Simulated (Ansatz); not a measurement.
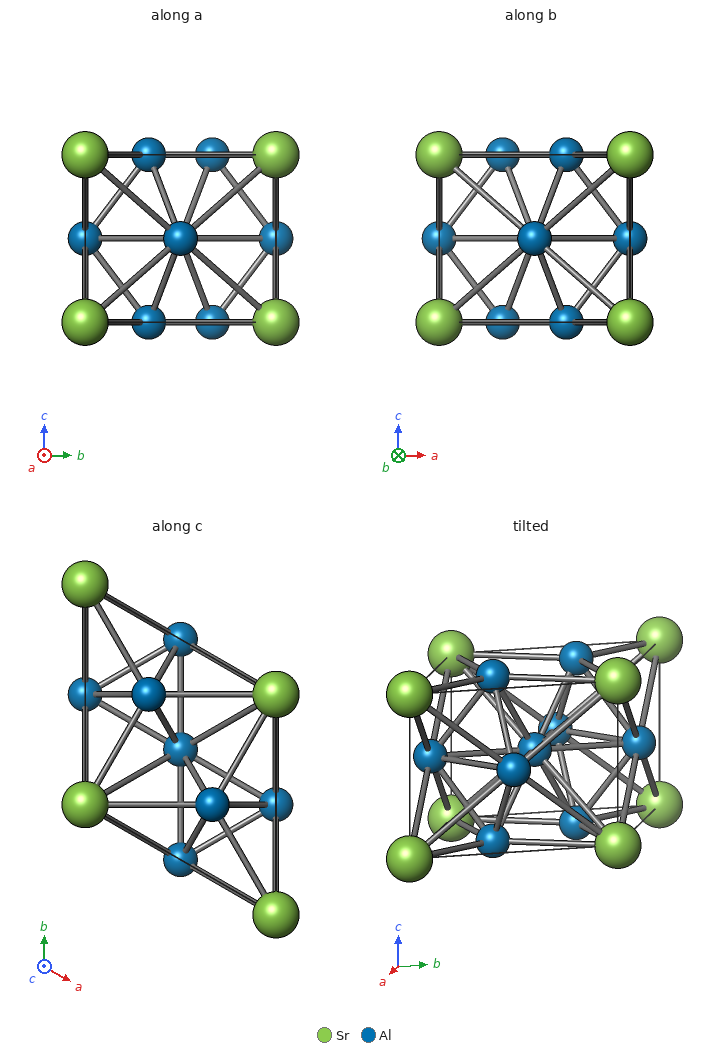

An orthographic ball-and-stick view of the structure, along the a axis, along the b axis, along the c axis and slightly off an axis. The edges of the conventional unit cell are marked.

Lattice parameters: a = 5.7641 Å, b = 5.7641 Å, c = 4.3807 Å, α = 90.000°, β = 90.000°, γ = 120.000°.

### Convert the drawing into a CIF with its space group and independent sites.

```cif
data_structure
_symmetry_space_group_name_H-M 'P 6/m m m'
_symmetry_Int_Tables_number 191
_cell_length_a 5.7641
_cell_length_b 5.7641
_cell_length_c 4.3807
_cell_angle_alpha 90.000
_cell_angle_beta 90.000
_cell_angle_gamma 120.000
_cell_volume 126.05
loop_
_atom_site_label
_atom_site_type_symbol
_atom_site_symmetry_multiplicity
_atom_site_Wyckoff_symbol
_atom_site_fract_x
_atom_site_fract_y
_atom_site_fract_z
_atom_site_occupancy
Sr1 Sr 1 a 0.0000 0.0000 0.0000 1
Al1 Al 2 c 0.3333 0.6667 0.0000 1
Al2 Al 3 g 0.5000 0.0000 0.5000 1
```

It goes back to a structure type filled with these elements by a generator (whether the compound takes this form wasn't checked). A relaxation with DFT PBE, scalar-relativistic, plane waves, PAW (Ansatz 0.2.0) gave the geometry drawn.
